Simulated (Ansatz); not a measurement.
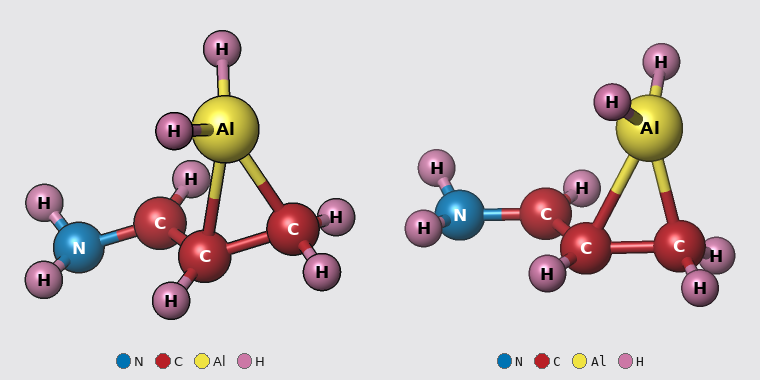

Both panels show the same species.

Question: Count the atoms of each element.

Answer: C3H8AlN, 13 atoms: 3 carbon, 8 hydrogen, 1 aluminium and 1 nitrogen.

Question: How many bonds of each kind are drawn?

Answer: 4 C–H, 2 C–Al, 2 C–C, 2 Al–H, 2 N–H, 1 C–N. Sticks follow a distance rule.

Question: What is the point group of this geometry?

Answer: C1.

The parts below concern this one geometry. Atoms keep their numbers from picture to picture. The computed structure is the end point of a PBE0-D4/def2-TZVP optimisation.

**Vibrations**

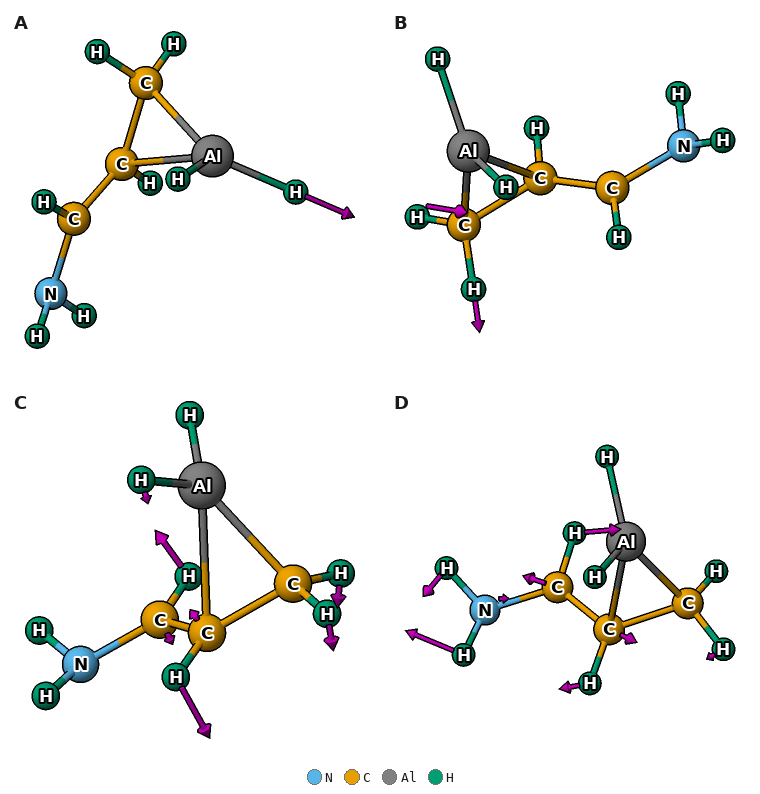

4 normal modes of one molecule or complex, as arrows. Harmonic vibrations computed with RKS PBE0-D4/def2-TZVP (Ansatz 0.2.0) at a stationary point of the same level.

Question: Match the panels to the wavenumbers 839 cm⁻¹, 1692 cm⁻¹, 1910 cm⁻¹, 3199 cm⁻¹.

Answer: A: 1910 cm⁻¹, Al–H stretching
B: 3199 cm⁻¹, out-of-phase stretching of 2 C–H bonds
C: 839 cm⁻¹, Al–C–H bending
D: 1692 cm⁻¹

**Charges**

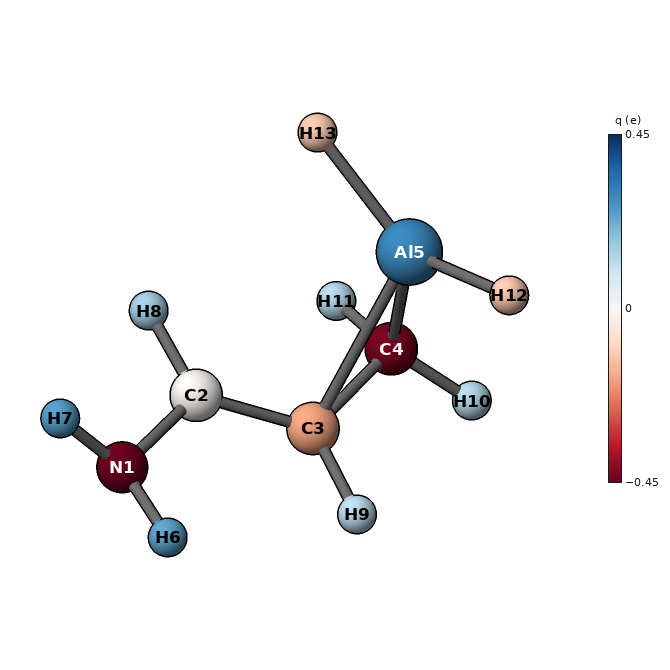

Atoms are coloured by their Mulliken charges. Properties computed with RKS PBE0-D4/def2-TZVP (Ansatz 0.2.0).

Give the Mulliken charges atom by atom.

```
atom  value (e)
  N1      −0.44
  C2      −0.01
  C3      −0.18
  C4      −0.43
 Al5       0.29
  H6       0.24
  H7       0.25
  H8       0.15
  H9       0.12
 H10       0.13
 H11       0.13
 H12      −0.12
 H13      −0.12
```

**Electronic properties**

Properties computed with RKS ωB97M-V/def2-TZVPP (Ansatz 0.2.0).

Predict the main results.

- dipole moment: 2.33 D
- HOMO energy (Kohn–Sham orbital): −7.91 eV
- LUMO energy (Kohn–Sham orbital): 1.26 eV
- HOMO–LUMO gap: 9.17 eV

Mulliken values depend strongly on the basis set and can even reverse the polarity of a bond.
